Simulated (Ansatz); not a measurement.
# HSE06/def2-SVP run of CH5AlFN (SMILES C[NH][AlH][F])

Aim: the vertical ionisation energy of CH5AlFN at HSE06/def2-SVP, from 2 runs. 

Program for the calculation: Ansatz 0.2.0.

122 further runs of the same task are left out: 122 set aside as unsound or not needed. Runs told in other sessions of the task aren't counted.

### 1 The system as given

The species is CH5AlFN (9 atoms), meant as a singlet with charge 0. SMILES: `C[NH][AlH][F]`. Geometry: relaxed at PBE0-D4/def2-TZVP. This is one conformer, not always the lowest.

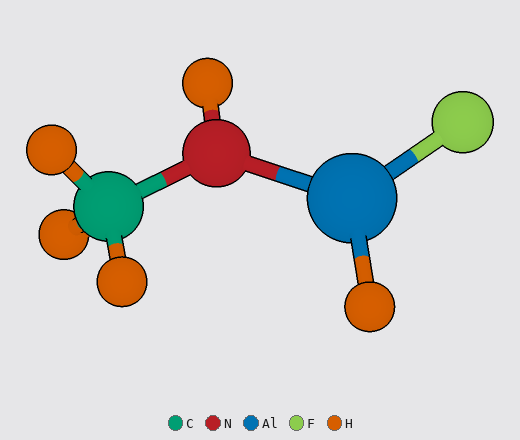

Viewed from a chosen angle; carbon teal, nitrogen red, aluminium blue, fluorine green, hydrogen orange.

### 2 A single-point energy at HSE06/def2-SVP

run.yaml reads:

```yaml
crystal:
  periodic: [false, false, false]
  atoms:
    - {symbol: C, position_ang: [-0.498500, 0.834500, -0.836100]}
    - {symbol: "N", position_ang: [-0.009500, -0.442400, -0.359300]}
    - {symbol: Al, position_ang: [0.650300, -0.801700, 1.230200]}
    - {symbol: F, position_ang: [1.143100, -2.349500, 1.529300]}
    - {symbol: H, position_ang: [-1.557500, 0.796500, -1.116400]}
    - {symbol: H, position_ang: [-0.401400, 1.589000, -0.050800]}
    - {symbol: H, position_ang: [0.064700, 1.198400, -1.703100]}
    - {symbol: H, position_ang: [-0.081000, -1.165900, -1.058800]}
    - {symbol: H, position_ang: [0.778300, 0.294800, 2.347800]}
basis:
  gaussian: {orbitals: def2-SVP}
hamiltonian: {xc: {name: HSE06}}
accuracy: high
output: {orbitals: {seedname: orbitals}}
```

Launch:

```console
$ ansatz run run.yaml --threads 1 --pin off --max-ram 2610MiB --events-out events.jsonl --progress --plain --runs-dir runs
```

Standard output:

```text
Warning: RAYON_NUM_THREADS=1 ignored (pool sized by the plan → 1); use --threads N
Functional definition: HSE06
  name "HSE06"
  parameter a = 0.25
  parameter omega = 0.11/bohr
  exchange = pbe_x - a*pbe_x_sr(omega) + a*exact_x_sr(omega)
  correlation = pbe_c
1942 factors; integrals over basis functions are off by at most 8.1e-9 eV
95 factors; integrals over basis functions are off by at most 1.5e-9 eV
mean field evaluation 1: about -11901.3530 eV, gradient 6.2e1 eV
mean field evaluation 2: about -11882.6985 eV, gradient 1.1e2 eV
mean field evaluation 4: about -11909.2364 eV, gradient 7.0e0 eV
mean field evaluation 8: about -11909.4920 eV, gradient 3.5e-1 eV
mean field evaluation 16: about -11909.4923 eV, gradient 1.2e-5 eV
mean field -11909.49226904 eV, -437.6657683434 hartree, gradient 4.6e-8 eV, S^2 0.000000; 0 other end points of the search recorded, 0 dependent functions left out
reference -11909.49227291 eV, -437.6657684857 hartree; 20, 20 occupied and 65, 65 virtual orbitals, 1942 factors
Total energy: -11909.49227291 eV, -437.6657684857 hartree
```

Run time: 7.5 s. Hardware: 1 thread of Arm Neoverse V2, shared host; peak memory 0.28 GiB.

### 3 The doublet cation

molecule.yaml reads:

```yaml
crystal:
  periodic: [false, false, false]
  atoms:
    - symbol: C
      position_ang: [-0.498500, 0.834500, -0.836100]
    - symbol: "N"
      position_ang: [-0.009500, -0.442400, -0.359300]
    - symbol: Al
      position_ang: [0.650300, -0.801700, 1.230200]
    - symbol: F
      position_ang: [1.143100, -2.349500, 1.529300]
    - symbol: H
      position_ang: [-1.557500, 0.796500, -1.116400]
    - symbol: H
      position_ang: [-0.401400, 1.589000, -0.050800]
    - symbol: H
      position_ang: [0.064700, 1.198400, -1.703100]
    - symbol: H
      position_ang: [-0.081000, -1.165900, -1.058800]
    - symbol: H
      position_ang: [0.778300, 0.294800, 2.347800]
basis:
  gaussian:
    orbitals: def2-SVP
total_charge: 1
magnetization:
  spin_polarized: true
  initial_magnetization: 1
hamiltonian:
  xc: hse06
accuracy: high
output: {orbitals: {seedname: orbitals}}
```

Launch:

```console
$ ansatz run molecule.yaml --threads 1 --pin off --max-ram 2610MiB --events-out events.jsonl --progress --plain --runs-dir runs
```

Standard output (excerpt; [...] marks lines left out):

```text
Warning: RAYON_NUM_THREADS=1 ignored (pool sized by the plan → 1); use --threads N
[... 6 set-up lines as earlier in the session ...]
1943 factors; integrals over basis functions are off by at most 8.1e-9 eV
95 factors; integrals over basis functions are off by at most 1.5e-9 eV
mean field evaluation 1: about -11877.3215 eV, gradient 6.9e1 eV
mean field evaluation 2: about -11800.3932 eV, gradient 1.4e2 eV
mean field evaluation 4: about -11899.2350 eV, gradient 1.4e1 eV
mean field evaluation 8: about -11900.0877 eV, gradient 5.8e-1 eV
mean field evaluation 16: about -11900.2624 eV, gradient 9.5e-4 eV
mean field -11900.26243457 eV, -437.3265781830 hartree, gradient 4.5e-8 eV, S^2 0.754201; 0 other end points of the search recorded, 0 dependent functions left out
reference -11900.26243854 eV, -437.3265783287 hartree; 20, 19 occupied and 65, 66 virtual orbitals, 1943 factors
Total energy: -11900.26243854 eV, -437.3265783287 hartree
```

Run time: 14 s. Hardware: 1 thread of Arm Neoverse V2, shared host; peak memory 0.4 GiB.

### 4 What came out

Level: HSE06/def2-SVP.

| quantity | value |
| --- | --- |
| singlet CH5AlFN: total energy | -437.66577 Eh |
| singlet CH5AlFN: HOMO energy | -6.51 eV |
| singlet CH5AlFN: LUMO energy | -0.30 eV |
| singlet CH5AlFN: HOMO–LUMO gap | 6.21 eV |
| doublet cation: total energy | -437.32658 Eh |
| doublet cation: HOMO energy (highest over α and β) | -14.15 eV |
| doublet cation: LUMO energy (lowest over α and β) | -11.96 eV |
| doublet cation: ⟨S²⟩ | 0.754 |
| vertical ionisation energy (to the doublet cation) | 9.230 eV |

In words: The vertical ionisation energy comes to 9.23 eV (213 kcal/mol). The negative HOMO energy of the first species, 6.51 eV, lies 2.72 eV below that difference.
